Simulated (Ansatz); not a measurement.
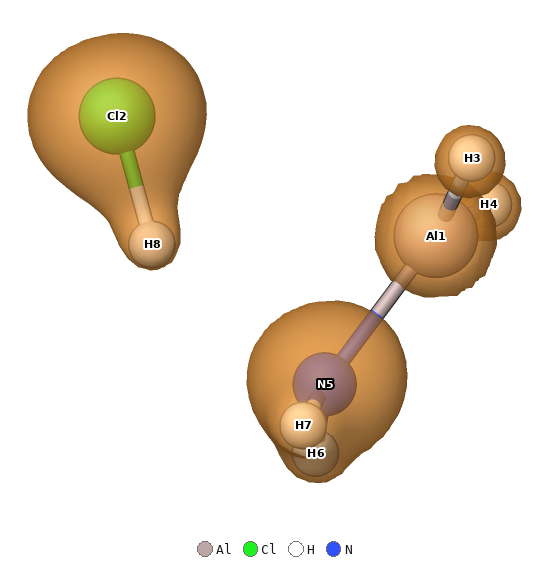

Figure 1: AlH₄N···HCl. Isosurface of the electron density at 0.8 e/Å³ (orange), seen across its widest extent.

Not at a stationary point (largest force 1.4 eV/Å).

These are results of RKS B3LYP-D4/6-31G* in Ansatz 0.2.0, not measurements.

```xyz
8

Al    0.0682   -0.5030   -0.3584
Cl   -0.1111    0.1840    2.9972
H     1.4505    0.2372   -0.5545
H    -1.3467   -0.0126   -0.8667
N     0.1118   -2.1664    0.5104
H    -0.6681   -2.8142    0.4732
H     0.9760   -2.6682    0.6810
H    -0.0934   -1.0392    2.4468
```

**What does this surface tell about the bonding?**

At this value the surface falls into five separate pieces. It bridges the sampled N–H (1.01 Å) and Cl–H (1.34 Å) contacts, where the density stays above the isovalue. It is pinched off along the sampled N···H (2.25 Å) and Al–N (1.88 Å) contacts. On the grid the lowest density along these lines, outside the cores, is 0.14 e/Å³ (N···H, 2.25 Å), 0.57 e/Å³ (Al–N, 1.88 Å), 2.2 e/Å³ (N–H, 1.01 Å) and 1.4 e/Å³ (Cl–H, 1.34 Å).
